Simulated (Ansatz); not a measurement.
Consider CuH$_{4}$O$_{2}$ (charge +1).

Input file:

```
crystal:
  periodic: [false, false, false]
  atoms:
    - {symbol: Cu, position_ang: [-0.002425, 0.001084, 0.000018]}
    - {symbol: O, position_ang: [0.062321, 0.119712, 1.901573]}
    - {symbol: H, position_ang: [-0.533734, 0.663489, 2.427340]}
    - {symbol: H, position_ang: [0.850528, -0.057904, 2.425597]}
    - {symbol: O, position_ang: [-0.071922, -0.115365, -1.901502]}
    - {symbol: H, position_ang: [-0.880215, -0.023836, -2.416992]}
    - {symbol: H, position_ang: [0.575437, -0.587179, -2.436045]}
basis:
  gaussian: {orbitals: def2-TZVP, initial_orbitals: start.molden}
total_charge: 1
hamiltonian: {xc: pbe0, dispersion: d4}
scf: {omitted_lower_state_checks: [starts]}
output: {forces: true, orbitals: {seedname: orbitals}}
```

Launched as:

```sh
ansatz run in.yaml --threads 4 --pin off --events-out ev --progress --plain --max-ram 3916MiB
```

Geometry: PBE0-D4/def2-TZVP.

Computed with RKS PBE0-D4/def2-TZVP (Ansatz).

**Predict the electron density and electron localisation function between the atoms.**

Cu–O (1.91 Å): ρ at the midpoint is about 0.61 e/Å³; the ELF peaks at about 0.90 in the valence shell of O, 0.6 Å from its nucleus, and is about 0.15 at the midpoint.
O–H (0.96 Å): ρ at the midpoint is about 3.8 e/Å³; the ELF climbs to about 1 towards the hydrogen, as it does in any bond to H; a covalent bond by its length.

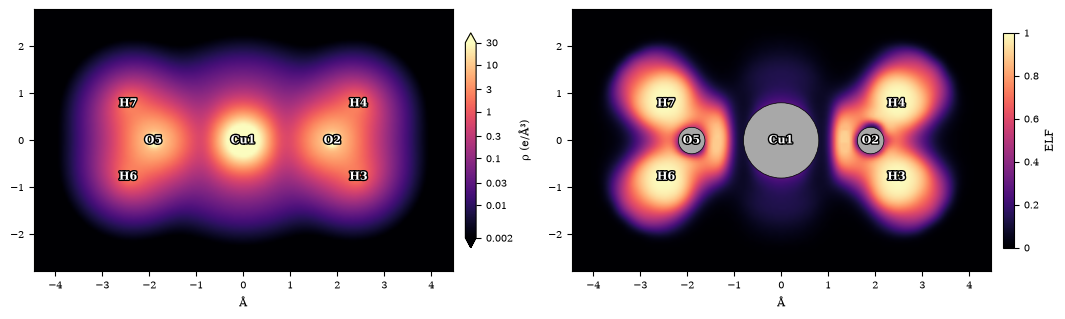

Computed electron density and electron localisation function on the molecular plane, in this order. Grey discs cover the atomic cores in the ELF map. 
